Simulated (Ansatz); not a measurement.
# How far to go with shifted k-point meshes: Ta₂H (P2, 3 atoms in the cell)

```
CELL_PARAMETERS angstrom
      1.72910    -2.38333     0.00000
      1.72910     2.38333     0.00000
      0.00000     0.00000     4.78236
ATOMIC_POSITIONS crystal
  Ta 0.00000 0.50000 0.27503
  Ta 0.50000 0.00000 0.73543
  H  0.00000 0.00000 0.00000
```

Level of theory: LDA (PW92), default PAW files made with PBE (plane waves; Ansatz, a first-principles code).

Base settings: basis.ecutwfc = 420 eV; kpoints.mp_grid.grid = 12 12 7; hamiltonian.xc = lda; hamiltonian.pseudopotentials = {kind: paw} (the program's default PAW files); scf.occupations.method = fermi_dirac; scf.occupations.width = 0.1 eV.

In this ladder: kpoints.mp_grid.shift = 0.5 0.5 0.5.

Only quantities that move along the ladder and can be compared are tabulated.

The count of work is k-points × plane waves × bands × iterations; it is no time. Core times come from one kind of shared machine, to one figure; runs under 30 s give none.

The starting cell comes from a database of computed structures (which also holds hypothetical and non-ambient phases and stackings), without a prior relaxation at this level. Its lattice was rescaled by up to half a per cent. One atom was moved a little off its site on purpose. Spin polarisation is off. In the base run, with a pressure of about -11 GPa the cell is away from its equilibrium volume at this level. Ansatz's pressure includes its estimate of the finite-basis (Pulay) stress.

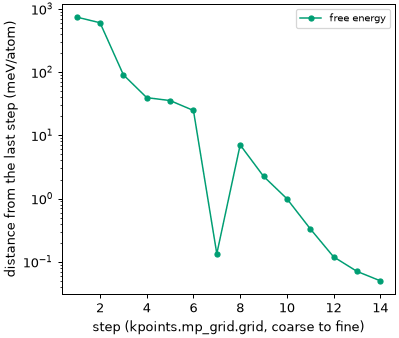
Figure. Distance from the last step along the ladder; very small values are drawn at a floor.

| kpoints.mp_grid.grid | free energy less the last step's (meV/atom) | pressure (GPa) | largest difference of a force vector from the last step's (eV/Å) | count of work / last | core time / last (rough) |
|---|---|---|---|---|---|
| 2 2 1 | 741.40 | 3.56 | 0.174 | 0.00046 | – |
| 2 2 2 | 603.27 | -0.85 | 0.033 | 0.00046 | – |
| 3 3 2 | 90.58 | -8.03 | 0.105 | 0.00099 | – |
| 4 4 2 | -39.44 | -11.44 | 0.027 | 0.0018 | – |
| 4 4 3 | -35.46 | -11.66 | 0.004 | 0.0032 | – |
| 5 5 3 | -24.71 | -11.65 | 0.149 | 0.0060 | – |
| 6 6 3 | -0.13 | -11.06 | 0.206 | 0.0083 | – |
| 7 7 4 | 7.06 | -10.90 | 0.020 | 0.012 | – |
| 9 9 6 | -2.25 | -11.03 | 0.027 | 0.024 | – |
| 11 11 7 | 1.00 | -10.94 | 0.016 | 0.048 | – |
| 14 14 8 | -0.33 | -11.05 | 0.004 | 0.078 | – |
| 17 17 10 | -0.12 | -10.99 | 0.001 | 0.14 | 0.2 |
| 21 21 12 | -0.07 | -11.00 | 0.000 | 0.26 | 0.4 |
| 25 25 15 | -0.05 | -11.00 | 0.000 | 0.50 | 0.7 |
| 31 31 18 | 0.00 | -11.00 | 0.000 | 1.0 | 1 |

Coarsest kpoints.mp_grid.grid that holds the pressure within 0.5 GPa of the last step, with all finer ones: 6 6 3, at 0.0083 of the last step's count of work; the step before is off by 0.65 GPa.

Coarsest kpoints.mp_grid.grid that holds the free energy within 5 meV/atom of the last step, with all finer ones: 9 9 6, at 0.024 of the last step's count of work; the step before is off by 7.1 meV/atom.

Coarsest kpoints.mp_grid.grid that holds the forces within 0.01 eV/Å of the last step, with all finer ones: 14 14 8, at 0.078 of the last step's count of work; the step before is off by 0.016 eV/Å.

Two neighbours can agree and both be off: 4 4 3 and 5 5 3 differ by 0.01 GPa in the pressure, yet lie about 0.65 GPa from the last step.

Keys are those of Ansatz 0.2.
